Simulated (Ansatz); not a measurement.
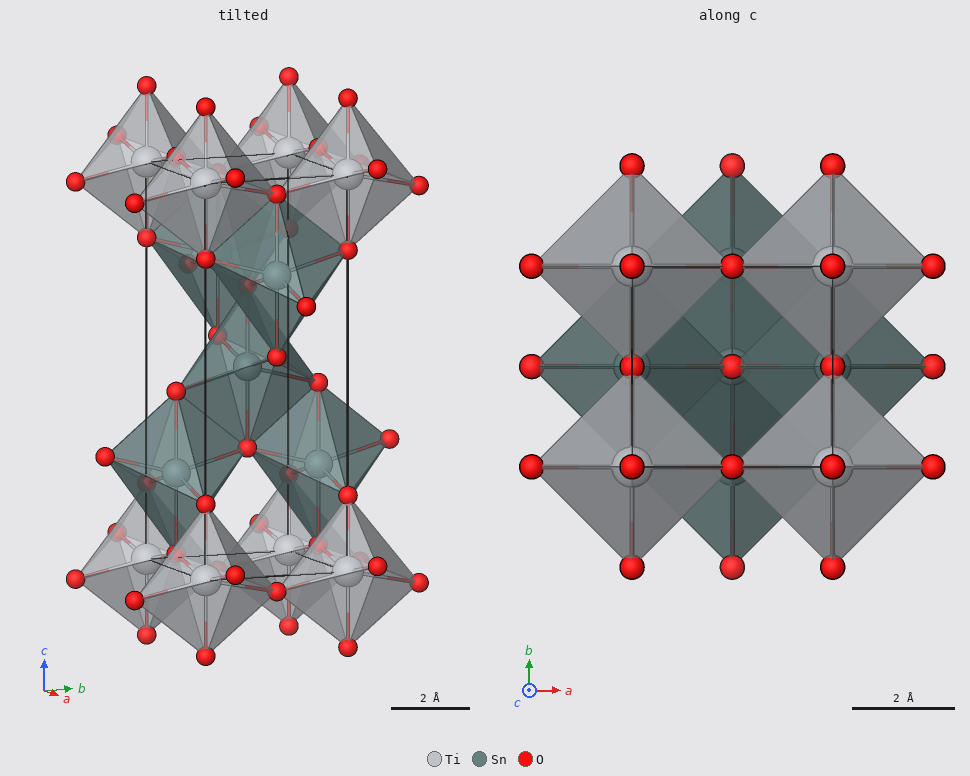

An orthographic polyhedral view of the structure, slightly off an axis and along the c axis. The lines enclose the conventional unit cell; boundary atoms appear with their images. A few atoms beyond the faces are included.

TiSn3O8, space group P-4m2 (No. 115), a = 3.971 Å, b = 3.971 Å, c = 10.361 Å, α = 90.00°, β = 90.00°, γ = 90.00°. It goes back to a structure type filled with these elements by a generator (whether the compound takes this form wasn't checked). Earlier steps of the study, as a rule a relaxation of our own, may have changed the cell and positions, so they can lie some per cent off the listed ones. It went into a calculation with Ansatz.

This one geometry was computed with Ansatz (DFT, plane waves, PAW) at three levels of theory: PBE+U (U_eff = 4.00 eV on Ti d), r2SCAN and PBE.

### Which level gives the highest pressure at this volume, and what does that say about its equilibrium volume?

Highest: PBE+U (U_eff = 4.00 eV on Ti d) (0.5 GPa), which points to the largest equilibrium volume. Lowest, with the smallest volume: r2SCAN (-6.2 GPa). Levels within 0.5 GPa of each other can't be told apart.

### How does the band gap change with the level of theory?

PBE+U (U_eff = 4.00 eV on Ti d): a gap of 1.77 eV, indirect; PBE: a gap of 1.79 eV, indirect; r2SCAN: a gap of 2.32 eV, indirect.

### Collect the results in a table.

| level | cutoff (eV) | k-mesh of the run's cell | gap (eV) | pressure (GPa) |
| --- | --- | --- | --- | --- |
| PBE+U (U_eff = 4.00 eV on Ti d) | 420 | 8×8×4 | 1.77 | 0.5 |
| r2SCAN | 500 | 8×8×4 | 2.32 | -6.2 |
| PBE | 420 | 8×8×4 | 1.79 | 0.0 |

Gaps are taken on the k-mesh or band path of each run.
